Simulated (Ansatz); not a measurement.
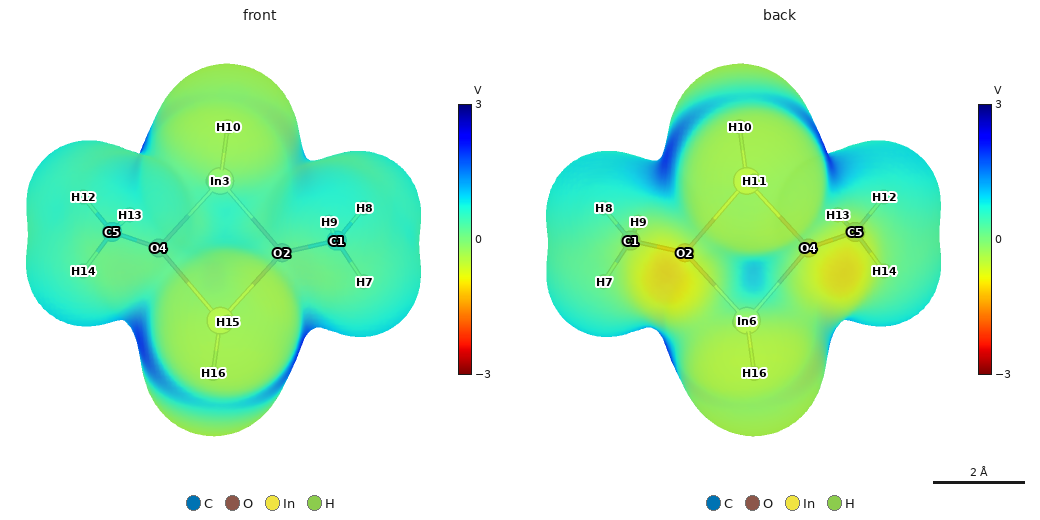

The picture shows: C2H10In2O2. The molecular electrostatic potential painted on the density surface at 0.002 e/bohr³, seen from the front and from behind; red is negative and blue positive.

Geometry: PBE0-D4/def2-TZVP; core potentials replace the inner electrons of In.

Computed with Ansatz, RKS PBE0-D4/def2-TZVPP.

The calculation's input:

```
crystal:
  periodic: [false, false, false]
  atoms:
    - {symbol: C, position_ang: [0.017742, 2.515261, 0.219994]}
    - {symbol: O, position_ang: [-0.228295, 1.234154, 0.750745]}
    - {symbol: In, position_ang: [1.380745, -0.174713, 1.055368]}
    - {symbol: O, position_ang: [-0.115818, -1.449690, 0.159788]}
    - {symbol: C, position_ang: [0.222638, -2.364855, -0.855888]}
    - {symbol: In, position_ang: [-1.743092, -0.052092, -0.096510]}
    - {symbol: H, position_ang: [-0.900335, 3.112832, 0.217952]}
    - {symbol: H, position_ang: [0.752697, 3.049741, 0.831658]}
    - {symbol: H, position_ang: [0.398020, 2.471188, -0.808978]}
    - {symbol: H, position_ang: [2.551924, 0.141712, -0.159128]}
    - {symbol: H, position_ang: [1.422414, -0.540075, 2.722549]}
    - {symbol: H, position_ang: [1.011339, -3.043740, -0.513831]}
    - {symbol: H, position_ang: [0.576435, -1.862017, -1.765431]}
    - {symbol: H, position_ang: [-0.643598, -2.980131, -1.122409]}
    - {symbol: H, position_ang: [-1.822142, 0.313239, -1.771908]}
    - {symbol: H, position_ang: [-2.880654, -0.370824, 1.136028]}
basis:
  gaussian: {orbitals: def2-TZVPP}
hamiltonian: {xc: pbe0, dispersion: d4}
output: {orbitals: {seedname: orbitals}}
```

Launched as:

```sh
ansatz run in.yaml --threads 4 --pin off --events-out ev --progress --plain --max-ram 11315MiB
```

Question: Where is the surface potential most negative and most positive?

Answer: The most negative region (about −1.0 V) lies over O2 and O4, the most positive (about +2.0 V) over In3 and In6.
